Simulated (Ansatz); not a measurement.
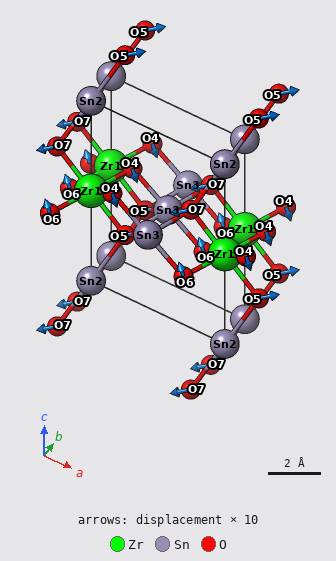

A relaxation of solid ZrSn2O4 (built on the CaY2Te4-10 type type). The starting structure is drawn; blue arrows show the displacements (the part carried along by the change of the cell is left out), 10 times their true length.

The picture is a ball-and-stick view of the cell of the calculation, reduced to other axes, seen slightly off an axis. Lengths and directions refer to the drawn axes.

All numbers below come from Ansatz 0.2.0, DFT, r2SCAN+rVV10, plane waves, PAW.

Input
```yaml
crystal:
  lattice:
    - [7.019074968, 0.0, 2.6330800902]
    - [0.0, 3.2260555717, 0.0]
    - [0.3418522187, 0.0, 5.7963463121]
  atoms:
    - { symbol: Zr, position: [0.5, 0.0, 0.5] }
    - { symbol: Sn, position: [0.0, 0.0, 0.0] }
    - { symbol: Sn, position: [0.5, 0.5, 0.0] }
    - { symbol: O, position: [0.6372837068, 0.5, 0.5964284615] }
    - { symbol: O, position: [0.3432338574, 0.0, 0.9111031884] }
    - { symbol: O, position: [0.3627162932, 0.5, 0.4035715385] }
    - { symbol: O, position: [0.6567661426, 0.0, 0.0888968116] }
kpoints:
  mp_grid: { grid: [4, 8, 4] }
hamiltonian:
  xc: r2scan
  dispersion: rvv10
scf:
  occupations: { method: fermi_dirac, width: 0.03 }
relax:
  f_tol: 0.01
  cell: {}
  max_steps: 120
```

Run as
```bash
ansatz run input.yaml --threads 4 --pin off --max-ram 4608MiB --backend cpu --events-out ev --progress --plain --runs-dir out
```

Question: Which element moves most?

Answer: Oxygen: up to 0.089 Å, against 0.000 Å for zirconium.

Question: What did the optimiser do to the structure, and how much energy did it gain?

Answer: The largest moves relative to the cell, 0.089 Å, are those of O5 and O7. O5 goes along [2 0 1]. Zr and Sn stay in place. The volume changes by +0.1 %, with a 5.806 → 5.782 Å (−0.4 %), b 3.226 → 3.233 Å (+0.2 %), c 7.389 → 7.415 Å (+0.4 %), β 112.0° → 112.1°. Among the contacts that change: Sn2–O5 2.410 → 2.482 Å, Sn3–O4 2.143 → 2.084 Å, Sn3–O5 2.178 → 2.120 Å, Zr1–O5 2.191 → 2.227 Å. Bond angles that change, for instance: O5–Sn3–O5 95.6° → 99.4°, Sn3–O5–Sn3 95.6° → 99.4°, O5–Sn3–O7 84.4° → 80.6°. The space group stays P2/m (No. 10). Over 7 accepted moves (9 points after the start) the energy falls by 84.4 meV per cell of the calculation. Largest force component: 0.49 eV/Å at the start, 0.0019 eV/Å at the end. The pressure goes from −0.61 to 0.01 GPa. The line search rejected the trial step at point 4 of the run. At 1 point the geometry stayed and the basis and grid were re-selected for the new cell (energy shift of less than 0.05 meV per cell of the calculation at most each time).
